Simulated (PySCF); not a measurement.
# C4H3ClO (2-chlorofuran): the cost of one run

Computed with PySCF 2.14.0 and routines of our own; the level stands in each step. Atoms count from 0.

## 1. The system as given

9 atoms, charge 0, multiplicity 1; geometry from: GFN2-xTB.

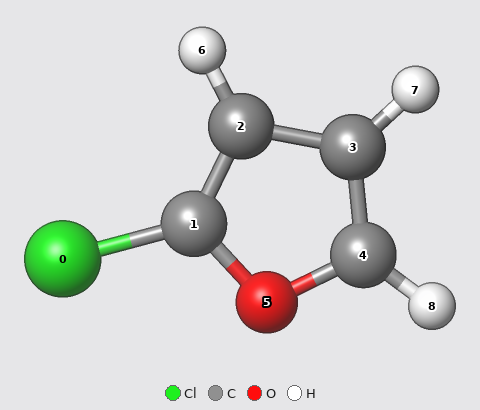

The starting geometry (chlorine green, carbon grey, oxygen red, hydrogen white).

## 2. Magnetic properties: GIAO PBE/aug-pcSseg-1

The job: settings as JSON, then the geometry in Å.

```
{"job": {"kind": "mag", "xc": "PBE", "basis": "aug-pcSseg-1", "isotopologues": 2}, "charge": 0, "multiplicity": 1}
Cl     2.770192    -0.648912    -0.169244
C      1.109365    -0.295671    -0.072029
C      0.454004     0.893962     0.027326
C     -0.922981     0.557085     0.072606
C     -0.985879    -0.798006    -0.002585
O      0.250663    -1.327164    -0.091250
H      0.891653     1.868942     0.062994
H     -1.744223     1.238975     0.150803
H     -1.809233    -1.483219    -0.003799
```

With the program's defaults for keys left out, this is: GIAO PBE/aug-pcSseg-1 magnetisability, rotational g tensor and spin-rotation constants, non-relativistic, gas phase.

Run with:

```console
$ OMP_NUM_THREADS=1 python excited_run.py task.json out
```

One launch serves the whole session: the jobs run in the order shown.

**Question.** How long does this first job take on 1 thread of Arm Neoverse N1, shared host, and how much memory does it need?

About 43 s, with a peak of 0.59 GiB.
